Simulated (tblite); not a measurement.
**Run report: C5H10Si2, saddle-point search**

- system: C5H10Si2
- method: GFN2-xTB saddle search (eigenvector following) and harmonic vibrations, gas phase (tblite 0.8.0)

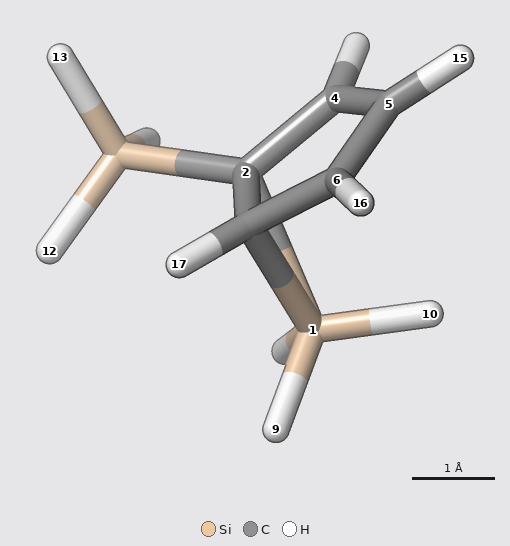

Figure 1. The structure as given in the input (stick view, seen at a tilt; atoms are numbered from 1 in the order of the input). Bond lengths as drawn: C–C 1.38 to 1.47 Å, C–H 1.08 Å, C–Si 1.87 to 2.10 Å and H–Si 1.45 to 1.47 Å.

Summary

| quantity | value |
| --- | --- |
| outcome | converged |
| total energy | −522.6937 eV |
| point group | C1 |
| hardware | 1 CPU thread, shared host |
| wall time | 3 s |
| peak memory | 0.2 GiB |

The input
```
{"job": {"xc": "GFN2-xTB", "basis": "xTB", "kind": "saddle"}, "charge": 0, "multiplicity": 1}
Si    -0.950820    -1.274484    -0.673672
C     -0.111683     0.463702     0.160139
Si    -1.352010     1.540549     1.062443
C      0.829287     0.946210    -0.781964
C      1.933755     0.112547    -0.808396
C      1.753068    -0.910251     0.113808
C      0.501500    -0.743868     0.725234
H     -2.256215    -0.698457    -1.027407
H     -1.316472    -2.522594     0.015639
H     -0.156756    -1.540477    -1.861746
H     -2.158084     2.309369     0.110620
H     -2.225347     0.680816     1.867837
H     -0.632128     2.464015     1.944783
H      0.696364     1.832727    -1.377064
H      2.793441     0.231454    -1.444878
H      2.435356    -1.719443     0.304122
H      0.216744    -1.171814     1.670501
```

The first line tells a small driver script what to run in tblite; the rest is the geometry in Å.

Command:
```bash
OMP_NUM_THREADS=1 python <driver script> task.json out
```

What the program printed
```
step      E/eV     max force
  0    -522.68961   0.0494
  1    -522.69357   0.0359
  2    -522.69366   0.0047
  3    -522.69366   0.0010
lowest wavenumbers (cm-1): -237.2 74.6 138.8 182.8 198.8 206.9
```

Trajectory as extended XYZ (Å, eV, eV/Å), 4 frames, from step=0 to step=3
```
17
Properties=species:S:1:pos:R:3:forces:R:3 step=0 energy=-522.68961
Si   -0.9508   -1.2745   -0.6737    0.0000  -0.0070  -0.0030
C    -0.1117    0.4637    0.1601    0.0040  -0.0030   0.0070
Si   -1.3520    1.5405    1.0624    0.0000  -0.0070   0.0020
C     0.8293    0.9462   -0.7820   -0.0110  -0.0120  -0.0050
C     1.9338    0.1125   -0.8084    0.0000  -0.0030   0.0030
C     1.7531   -0.9103    0.1138    0.0110   0.0060   0.0110
C     0.5015   -0.7439    0.7252   -0.0010  -0.0080   0.0010
H    -2.2562   -0.6985   -1.0274    0.0140   0.0390   0.0110
H    -1.3165   -2.5226    0.0156   -0.0300  -0.0060  -0.0140
H    -0.1568   -1.5405   -1.8617   -0.0090   0.0270  -0.0190
H    -2.1581    2.3094    0.1106    0.0090  -0.0110  -0.0080
H    -2.2253    0.6808    1.8678   -0.0050   0.0040   0.0070
H    -0.6321    2.4640    1.9448    0.0120  -0.0120  -0.0030
H     0.6964    1.8327   -1.3771   -0.0300  -0.0280  -0.0270
H     2.7934    0.2315   -1.4449   -0.0010   0.0050   0.0030
H     2.4354   -1.7194    0.3041    0.0270   0.0250   0.0330
H     0.2167   -1.1718    1.6705    0.0070  -0.0080   0.0040
17
Properties=species:S:1:pos:R:3:forces:R:3 step=1 energy=-522.69357
Si   -0.9468   -1.2894   -0.6700   -0.0080  -0.0150  -0.0230
C    -0.1147    0.4628    0.1591    0.0000   0.0030  -0.0020
Si   -1.3492    1.5455    1.0594   -0.0050   0.0060   0.0030
C     0.8201    0.9371   -0.7890    0.0000   0.0080  -0.0050
C     1.9319    0.1097   -0.8047   -0.0010   0.0000   0.0000
C     1.7552   -0.9050    0.1243    0.0070  -0.0070   0.0020
C     0.4936   -0.7469    0.7244    0.0030  -0.0030   0.0010
H    -2.2628   -0.6996   -0.9613    0.0230  -0.0140   0.0050
H    -1.2915   -2.5718   -0.0304    0.0030   0.0230  -0.0120
H    -0.1780   -1.4922   -1.8891   -0.0210   0.0030   0.0290
H    -2.1238    2.3378    0.1005    0.0050  -0.0050   0.0070
H    -2.2515    0.6997    1.8485    0.0050   0.0050  -0.0040
H    -0.6137    2.4396    1.9597   -0.0050  -0.0050  -0.0050
H     0.6740    1.8073   -1.4052    0.0020  -0.0100   0.0070
H     2.7927    0.2309   -1.4391    0.0000   0.0000   0.0000
H     2.4511   -1.6973    0.3382   -0.0100   0.0110  -0.0030
H     0.2135   -1.1680    1.6747    0.0000   0.0000  -0.0010
17
Properties=species:S:1:pos:R:3:forces:R:3 step=2 energy=-522.69366
Si   -0.9464   -1.2913   -0.6687    0.0010   0.0010   0.0020
C    -0.1143    0.4637    0.1588    0.0000   0.0000   0.0000
Si   -1.3494    1.5454    1.0596   -0.0020   0.0030   0.0010
C     0.8195    0.9378   -0.7898    0.0000   0.0000   0.0000
C     1.9317    0.1106   -0.8060    0.0000   0.0000   0.0000
C     1.7558   -0.9038    0.1231    0.0000   0.0000   0.0000
C     0.4939   -0.7465    0.7235    0.0000   0.0000   0.0010
H    -2.2599   -0.7013   -0.9634   -0.0020   0.0020   0.0000
H    -1.2948   -2.5694   -0.0264    0.0000  -0.0040   0.0010
H    -0.1788   -1.4988   -1.8853    0.0020   0.0010  -0.0040
H    -2.1177    2.3439    0.1013    0.0020  -0.0030   0.0030
H    -2.2569    0.6991    1.8417    0.0020   0.0030  -0.0020
H    -0.6149    2.4330    1.9668   -0.0030  -0.0020  -0.0030
H     0.6732    1.8077   -1.4056    0.0000   0.0000   0.0000
H     2.7923    0.2323   -1.4406    0.0000   0.0000   0.0000
H     2.4515   -1.6957    0.3366    0.0000   0.0000   0.0000
H     0.2152   -1.1666    1.6746    0.0000   0.0000   0.0000
17
Properties=species:S:1:pos:R:3:forces:R:3 step=3 energy=-522.69366
Si   -0.9468   -1.2903   -0.6697    0.0000  -0.0010   0.0000
C    -0.1144    0.4633    0.1589    0.0000   0.0000   0.0000
Si   -1.3493    1.5454    1.0595    0.0000   0.0000   0.0000
C     0.8201    0.9376   -0.7891    0.0000   0.0000   0.0000
C     1.9320    0.1102   -0.8051    0.0000   0.0000   0.0000
C     1.7555   -0.9045    0.1237    0.0000   0.0000   0.0000
C     0.4936   -0.7469    0.7237    0.0000   0.0000   0.0000
H    -2.2608   -0.7005   -0.9629    0.0000   0.0000   0.0000
H    -1.2940   -2.5698   -0.0291    0.0000   0.0000   0.0000
H    -0.1791   -1.4959   -1.8869    0.0000   0.0010   0.0000
H    -2.1224    2.3388    0.1013    0.0000   0.0000   0.0000
H    -2.2523    0.6996    1.8469    0.0000   0.0000   0.0000
H    -0.6145    2.4377    1.9614    0.0000   0.0000   0.0000
H     0.6742    1.8077   -1.4048    0.0000   0.0000   0.0000
H     2.7930    0.2319   -1.4393    0.0000   0.0000   0.0000
H     2.4510   -1.6966    0.3373    0.0000   0.0000   0.0000
H     0.2141   -1.1676    1.6742    0.0000   0.0000   0.0000
```

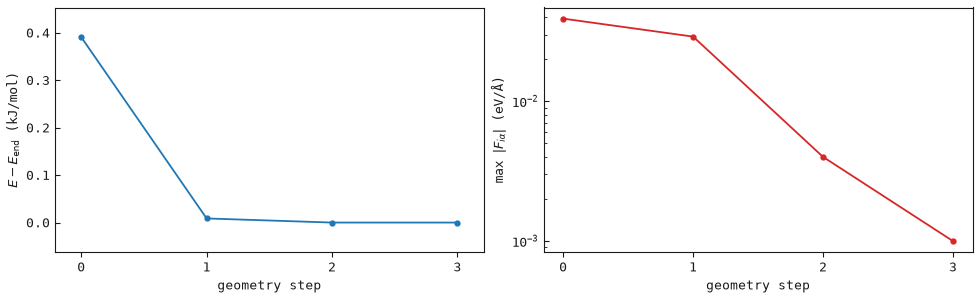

Figure 2. Progress of the saddle-point search, step by step (steps are counted from 0).

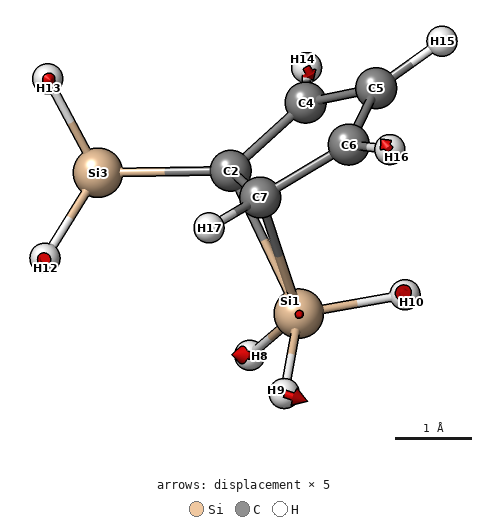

Figure 3. The starting structure with the displacements as red arrows, magnified 5 times (ball-and-stick view, seen at a tilt). The two geometries are laid on each other by the best rigid fit. Over 3 geometry steps the energy falls by 0.39 kJ/mol. Largest force component: 0.039 eV/Å at the start, 0.001 eV/Å at the end. H9 moves most after the best rigid fit: 0.069 Å. By element the largest moves are H 0.069 Å, Si 0.017 Å, C 0.014 Å. Among the contacts that change: Si1–C7 2.085 → 2.076 Å, Si1–C2 2.103 → 2.111 Å. Among the angles that change: C7–Si1–H8 132.9° → 130.5°, C2–Si1–H9 127.9° → 130.1°. (Atoms are counted from 1 in the order of the input.)
